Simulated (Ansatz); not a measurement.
Geometry relaxation of CH₆ClNOSi (part 2 of 2)

The same run, continued: CH₆ClNOSi; RKS PBE/cc-pVDZ (Ansatz 0.2.0). It belongs to a series of runs on one base structure; here: start relaxed.

Geometry of the input (Å):
```
Si 0.0000  0.0000  0.0000
N  0.0000  0.0000  1.8200
H  -0.8770  -0.2713  2.3500
H  0.8770  0.2713  2.3500
C  1.7634  0.0000  -0.6227
H  2.1111  -1.0463  -0.7509
H  1.8119  0.5276  -1.5981
H  2.4154  0.5187  0.1108
O  -0.7913  1.3709  -0.5594
H  -1.7491  1.1401  -0.7818
Cl -1.0032  -1.7381  -0.7093
```

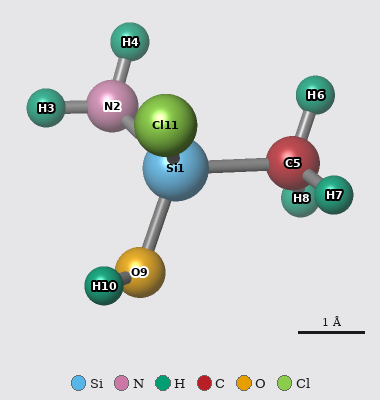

The geometry at step 16 of the log (ball-and-stick view, seen at a tilt; atoms are numbered from 1 in the order of the input).

Trajectory as extended XYZ, continued:
```
11
Properties=species:S:1:pos:R:3:forces:R:3 step=7 energy=-25061.22681
Si    0.0012    0.0290    0.0359   -0.0732   0.0049  -0.0261
N    -0.0321    0.0837    1.7737    0.2036  -0.0730   0.4274
H    -0.8022   -0.3422    2.3040    0.0670   0.0549  -0.1710
H     0.8557   -0.0846    2.2741   -0.2858   0.0132  -0.2435
C     1.7619    0.0285   -0.5868    0.1281   0.0262  -0.0954
H     2.2391   -0.9631   -0.4314   -0.0398   0.1227  -0.0166
H     1.7730    0.2664   -1.6733    0.0176  -0.0506   0.1539
H     2.3581    0.8039   -0.0549   -0.0612  -0.0947  -0.0683
O    -0.7764    1.3485   -0.6834   -0.2625   0.0236  -0.0336
H    -1.7555    1.2842   -0.6978    0.2852  -0.0043   0.0355
Cl   -1.0646   -1.6815   -0.6515    0.0209  -0.0228   0.0377
11
Properties=species:S:1:pos:R:3:forces:R:3 step=8 energy=-25061.23569
Si    0.0044    0.0415    0.0361   -0.0457  -0.0555  -0.0212
N    -0.0359    0.1010    1.7772    0.4161  -0.1179   0.4874
H    -0.8232   -0.3282    2.2801    0.0370   0.0535  -0.1536
H     0.8413   -0.1796    2.2574   -0.4223   0.1236  -0.2960
C     1.7644    0.0366   -0.5914    0.0828   0.0172  -0.0125
H     2.2600   -0.9343   -0.3824   -0.0309   0.0744  -0.0130
H     1.7730    0.2120   -1.6868    0.0038  -0.0210   0.0683
H     2.3460    0.8489   -0.1037   -0.0358  -0.0592  -0.0411
O    -0.7726    1.3574   -0.6886   -0.2806  -0.0026  -0.0072
H    -1.7525    1.3075   -0.6672    0.2798   0.0049   0.0167
Cl   -1.0465   -1.6898   -0.6221   -0.0042  -0.0175  -0.0277
11
Properties=species:S:1:pos:R:3:forces:R:3 step=9 energy=-25061.24284
Si    0.0103    0.0276    0.0289    0.1518   0.2698   0.2985
N    -0.0022    0.1448    1.7929   -0.2855   0.0909  -0.5600
H    -0.8617   -0.2296    2.2134    0.0404  -0.0106   0.1467
H     0.7983   -0.3200    2.2267    0.1266  -0.1591   0.1354
C     1.7732    0.0473   -0.5943   -0.0835  -0.0648  -0.0392
H     2.2848   -0.9002   -0.3364    0.0444  -0.0046  -0.0206
H     1.7771    0.1652   -1.6949    0.0326  -0.0147  -0.0160
H     2.3313    0.8928   -0.1450   -0.0197   0.0087   0.0116
O    -0.7855    1.3343   -0.6965    0.1575  -0.0576   0.0393
H    -1.7495    1.3267   -0.5686   -0.1643   0.0113   0.0043
Cl   -1.0179   -1.7162   -0.6176   -0.0003  -0.0693  -0.0001
11
Properties=species:S:1:pos:R:3:forces:R:3 step=11 energy=-25061.25324
Si    0.0219    0.0427    0.0359    0.0044  -0.0195   0.0539
N    -0.0047    0.1385    1.7878   -0.0158  -0.1399   0.0762
H    -0.8879   -0.1766    2.2223    0.2187   0.0710  -0.0514
H     0.7658   -0.3898    2.2284   -0.1866   0.0723  -0.0502
C     1.7782    0.0476   -0.6046   -0.0339   0.0268   0.0206
H     2.3091   -0.8833   -0.3254   -0.0048  -0.0093   0.0137
H     1.7769    0.1292   -1.7083   -0.0034   0.0061  -0.0160
H     2.3287    0.9132   -0.1848    0.0130   0.0087  -0.0112
O    -0.7894    1.3464   -0.6701    0.0468   0.0039  -0.0063
H    -1.7573    1.3270   -0.5560   -0.0321  -0.0144  -0.0028
Cl   -0.9830   -1.7219   -0.6166   -0.0064  -0.0057  -0.0267
11
Properties=species:S:1:pos:R:3:forces:R:3 step=12 energy=-25061.26184
Si    0.0335    0.0472    0.0449   -0.0148   0.0918  -0.0227
N     0.0329    0.1084    1.7941    0.0733   0.0695  -0.0406
H    -0.8735   -0.0559    2.2445   -0.1044   0.0189   0.0224
H     0.7013   -0.5419    2.2232    0.0621  -0.0396   0.0284
C     1.7829    0.0663   -0.6090   -0.0320  -0.0508   0.0128
H     2.3318   -0.8324   -0.2676    0.0562  -0.0140   0.0021
H     1.7747    0.0687   -1.7152   -0.0126  -0.0108  -0.0307
H     2.3175    0.9700   -0.2560   -0.0081   0.0122   0.0252
O    -0.7893    1.3626   -0.6308   -0.0751  -0.0221   0.1009
H    -1.7610    1.2700   -0.5803    0.0596   0.0218  -0.0401
Cl   -0.9926   -1.6901   -0.6393   -0.0042  -0.0769  -0.0577
11
Properties=species:S:1:pos:R:3:forces:R:3 step=13 energy=-25061.26247
Si    0.0347    0.0542    0.0591    0.0013   0.0308   0.0439
N     0.0590    0.0887    1.8096    0.0107   0.1619  -0.1517
H    -0.8563   -0.0123    2.2590   -0.1349   0.0333   0.0505
H     0.6740   -0.6171    2.2237    0.1410  -0.1252   0.0723
C     1.7766    0.0710   -0.6126   -0.0377  -0.0400   0.0146
H     2.3508   -0.8000   -0.2444    0.0467  -0.0413   0.0219
H     1.7605    0.0334   -1.7174   -0.0114  -0.0023  -0.0488
H     2.2924    0.9968   -0.2939    0.0220   0.0487   0.0176
O    -0.7962    1.3863   -0.5680    0.8249   0.1198   0.1602
H    -1.7396    1.2467   -0.6653   -0.8410  -0.1375  -0.1018
Cl   -0.9976   -1.6746   -0.6412   -0.0217  -0.0481  -0.0788
11
Properties=species:S:1:pos:R:3:forces:R:3 step=14 energy=-25061.26789
Si    0.0422    0.0504    0.0590   -0.0394   0.0149   0.0620
N     0.0588    0.0867    1.8064    0.0697   0.0955  -0.0922
H    -0.8621    0.0110    2.2496   -0.1166   0.0317   0.0500
H     0.6597   -0.6243    2.2325    0.1164  -0.1196   0.0817
C     1.7822    0.0689   -0.6174   -0.0208  -0.0441   0.0181
H     2.3657   -0.7911   -0.2355    0.0292  -0.0227   0.0042
H     1.7628    0.0145   -1.7221   -0.0052  -0.0078  -0.0286
H     2.2909    1.0044   -0.3140    0.0100   0.0353   0.0119
O    -0.7994    1.3888   -0.5320    0.6506   0.1855   0.0814
H    -1.7388    1.2275   -0.6558   -0.7006  -0.1252  -0.1232
Cl   -1.0038   -1.6639   -0.6621    0.0067  -0.0436  -0.0654
11
Properties=species:S:1:pos:R:3:forces:R:3 step=16 energy=-25061.28246
Si    0.0406    0.0596    0.0724    0.0772  -0.1442   0.0187
N     0.0899    0.0461    1.8175   -0.0933   0.0111   0.0920
H    -0.8261    0.0937    2.2844    0.0746   0.0139  -0.0382
H     0.6266   -0.7155    2.2544   -0.0266   0.0563  -0.0968
C     1.7796    0.0700   -0.6161   -0.0513   0.0202  -0.0287
H     2.3984   -0.7427   -0.1860   -0.0242   0.0083   0.0178
H     1.7472   -0.0624   -1.7153    0.0246   0.0197   0.0073
H     2.2564    1.0434   -0.3815    0.0177  -0.0199  -0.0182
O    -0.8177    1.4143   -0.4632   -0.2161   0.0022   0.0149
H    -1.7359    1.1958   -0.7283    0.2172   0.0257   0.0342
Cl   -1.0008   -1.6295   -0.7296    0.0002   0.0067  -0.0031
11
Properties=species:S:1:pos:R:3:forces:R:3 step=17 energy=-25061.29059
Si    0.0401    0.0532    0.0878   -0.0570   0.0636  -0.0007
N     0.0968    0.0422    1.8314    0.0332  -0.0269  -0.0235
H    -0.8160    0.1087    2.2977    0.0129  -0.0023  -0.0009
H     0.6219   -0.7336    2.2543   -0.0203   0.0335  -0.0062
C     1.7683    0.0748   -0.6223    0.0445  -0.0367   0.0208
H     2.3913   -0.7317   -0.1855    0.0033   0.0003  -0.0118
H     1.7369   -0.0652   -1.7202   -0.0038   0.0008   0.0015
H     2.2477    1.0491   -0.3975   -0.0117  -0.0083   0.0014
O    -0.8370    1.4218   -0.3917   -0.1563  -0.0876  -0.0204
H    -1.6866    1.1794   -0.8136    0.1418   0.0352   0.0409
Cl   -1.0053   -1.6259   -0.7318    0.0135   0.0284  -0.0011
11
Properties=species:S:1:pos:R:3:forces:R:3 step=18 energy=-25061.29930
Si    0.0253    0.0555    0.1019    0.0805  -0.0985   0.0125
N     0.1031    0.0576    1.8398   -0.0393  -0.0183   0.0604
H    -0.8035    0.1024    2.3203   -0.0010   0.0284  -0.0271
H     0.6676   -0.6715    2.2889    0.0471  -0.0099  -0.0506
C     1.7517    0.0709   -0.6236   -0.0023   0.0304   0.0277
H     2.3382   -0.7933   -0.2535    0.0275  -0.0156  -0.0110
H     1.7164    0.0200   -1.7289   -0.0256  -0.0290  -0.0054
H     2.2729    1.0044   -0.3302   -0.0021  -0.0040   0.0223
O    -0.9045    1.4021   -0.3189   -0.1581   0.0210  -0.0792
H    -1.6154    1.1555   -0.9434    0.0622   0.0519   0.0260
Cl   -0.9935   -1.6307   -0.7437    0.0111   0.0436   0.0243
11
Properties=species:S:1:pos:R:3:forces:R:3 step=19 energy=-25061.18724 accepted=F
Si    0.0080    0.0584    0.1206    0.1453  -0.1908   0.0618
N     0.1118    0.0677    1.8524   -0.0323  -0.1026   0.2320
H    -0.7868    0.0855    2.3502    0.0198   0.0266  -0.0431
H     0.7251   -0.6133    2.3183   -0.0247   0.0743  -0.1593
C     1.7318    0.0700   -0.6211    0.1300   0.0553  -0.0518
H     2.2883   -0.8493   -0.3210   -0.0935   0.1825  -0.0797
H     1.6842    0.1019   -1.7331    0.0140  -0.0383   0.1888
H     2.2928    0.9644   -0.2623   -0.0908  -0.1723  -0.0578
O    -0.9851    1.3788   -0.2403   -1.3925  -0.5220  -2.3327
H    -1.5187    1.1402   -1.1121    1.3009   0.6757   2.2147
Cl   -0.9931   -1.6312   -0.7430    0.0237   0.0116   0.0270
11
Properties=species:S:1:pos:R:3:forces:R:3 step=20 energy=-25061.30328
Si    0.0148    0.0528    0.1071   -0.0203  -0.0026   0.0260
N     0.1011    0.0526    1.8438    0.0035   0.0167  -0.0280
H    -0.7990    0.0748    2.3362    0.0078  -0.0103  -0.0013
H     0.7082   -0.6489    2.2805   -0.0059  -0.0033  -0.0106
C     1.7432    0.0709   -0.6187   -0.0114  -0.0078   0.0195
H     2.3335   -0.7914   -0.2469   -0.0066  -0.0008  -0.0030
H     1.7057    0.0067   -1.7237   -0.0073   0.0094   0.0018
H     2.2639    1.0052   -0.3273   -0.0063   0.0013  -0.0088
O    -0.9424    1.3926   -0.2898    0.0104  -0.0034  -0.0011
H    -1.5707    1.1873   -1.0083    0.0203  -0.0022  -0.0009
Cl   -1.0002   -1.6295   -0.7442    0.0158   0.0031   0.0065
11
Properties=species:S:1:pos:R:3:forces:R:3 step=22 energy=-25061.30411
Si    0.0086    0.0516    0.1163    0.0169   0.0154  -0.0071
N     0.1009    0.0588    1.8516    0.0110  -0.0065  -0.0005
H    -0.7994    0.0561    2.3442    0.0042  -0.0076   0.0086
H     0.7176   -0.6432    2.2754   -0.0178   0.0133   0.0019
C     1.7338    0.0728   -0.6170   -0.0165  -0.0089   0.0036
H     2.3232   -0.7963   -0.2604    0.0003   0.0029  -0.0039
H     1.6858    0.0213   -1.7224    0.0028   0.0024   0.0009
H     2.2592    1.0034   -0.3223   -0.0031  -0.0012   0.0008
O    -0.9524    1.3886   -0.2803   -0.0626  -0.0378  -0.0943
H    -1.5252    1.2011   -1.0514    0.0649   0.0300   0.0910
Cl   -0.9939   -1.6412   -0.7252    0.0000  -0.0018  -0.0012
11
Properties=species:S:1:pos:R:3:forces:R:3 step=23 energy=-25061.30416
Si    0.0076    0.0519    0.1166    0.0131  -0.0057  -0.0040
N     0.0990    0.0597    1.8518    0.0062   0.0038   0.0012
H    -0.8003    0.0519    2.3456   -0.0034  -0.0033   0.0072
H     0.7207   -0.6365    2.2775   -0.0086   0.0046  -0.0023
C     1.7317    0.0721   -0.6168    0.0057   0.0030  -0.0017
H     2.3184   -0.8007   -0.2647   -0.0003   0.0030  -0.0019
H     1.6824    0.0245   -1.7223    0.0027   0.0031  -0.0002
H     2.2611    0.9997   -0.3197   -0.0038  -0.0030   0.0003
O    -0.9543    1.3877   -0.2798   -0.0575  -0.0219  -0.0730
H    -1.5234    1.2096   -1.0550    0.0587   0.0113   0.0746
Cl   -0.9847   -1.6470   -0.7246   -0.0127   0.0052  -0.0002
11
Properties=species:S:1:pos:R:3:forces:R:3 step=24 energy=-25061.30434
Si    0.0098    0.0512    0.1158   -0.0108  -0.0029   0.0005
N     0.0993    0.0602    1.8514    0.0045   0.0008   0.0032
H    -0.8007    0.0553    2.3446   -0.0003  -0.0005  -0.0020
H     0.7176   -0.6375    2.2792   -0.0011   0.0026  -0.0030
C     1.7338    0.0722   -0.6173    0.0048  -0.0043  -0.0012
H     2.3213   -0.8011   -0.2678   -0.0001   0.0020  -0.0007
H     1.6851    0.0286   -1.7230    0.0002   0.0026   0.0008
H     2.2621    0.9992   -0.3168   -0.0016  -0.0006   0.0006
O    -0.9516    1.3863   -0.2836    0.0111   0.0070   0.0161
H    -1.5274    1.2020   -1.0494   -0.0071  -0.0056  -0.0142
Cl   -0.9911   -1.6434   -0.7245    0.0005  -0.0010   0.0001
```

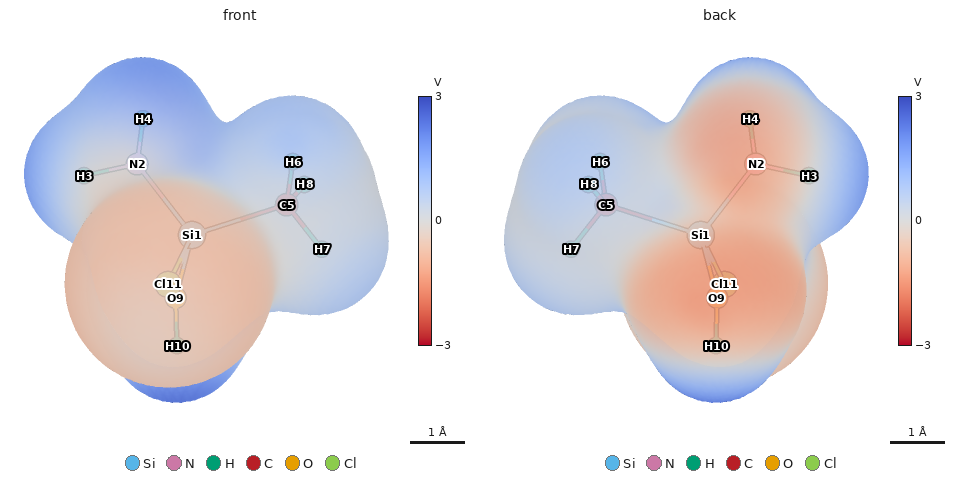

The electrostatic potential painted on the density surface at 0.002 e/bohr³, seen face on and from behind; red is negative and blue positive.

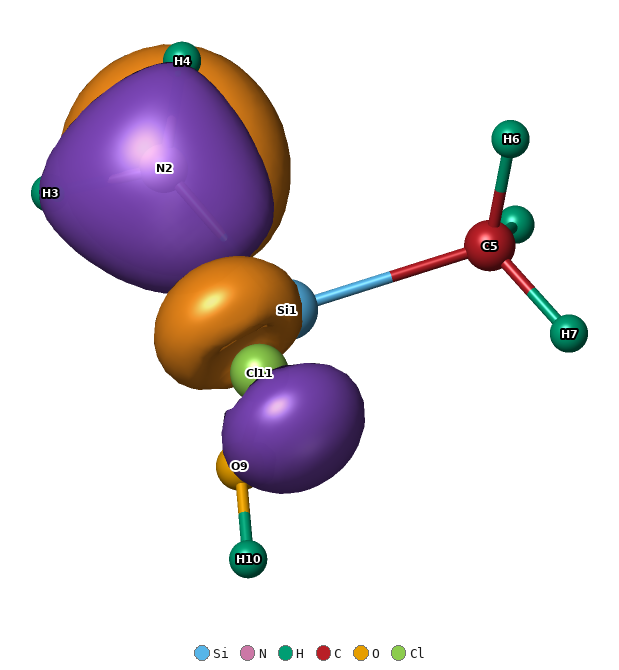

The HOMO at ±0.15 Å⁻³ᐟ² (orange and purple are the two phases), seen face on. Its energy is −6.16 eV.

Results in brief:

```tsv
quantity	value
outcome	converged
total energy	−25061.3044 eV
mean-field energy	−25061.3044 eV
largest force (length of the vector) at the end	0.021 eV/Å
wall time	54 s (CPU time 1.7 min)
peak memory	0.2 GiB
```
